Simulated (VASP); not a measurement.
Band structure of CrAl (relaxed from the zinc blende structure, space group F-43m). Method: PBE GGA, VASP's PBE PAW potentials (set 64) (plane waves; VASP 6.6.1).

The moments were started parallel, and other spin orders were not tried in this run.

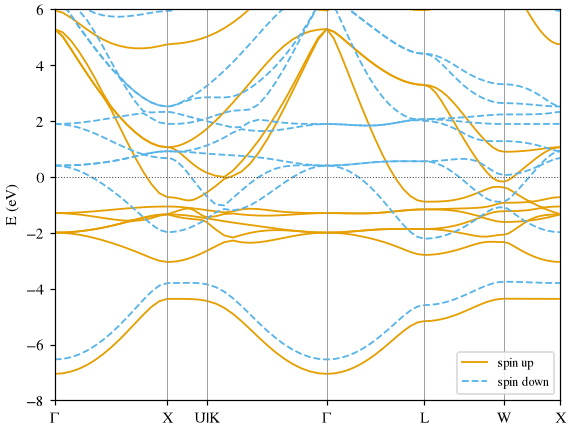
Fig. 1. Bands along high-symmetry lines, zero at the valence-band maximum or, without a gap, the Fermi level

Task: Read the plot: is there a gap, and where are the band edges?

Result: It has no gap at this level: it comes out as a metal or semimetal. (Edges off the drawn lines would not show.)

The structure was generated: CrAl was put into the zinc blende type (F-43m), which need not be its known phase. It was relaxed first.
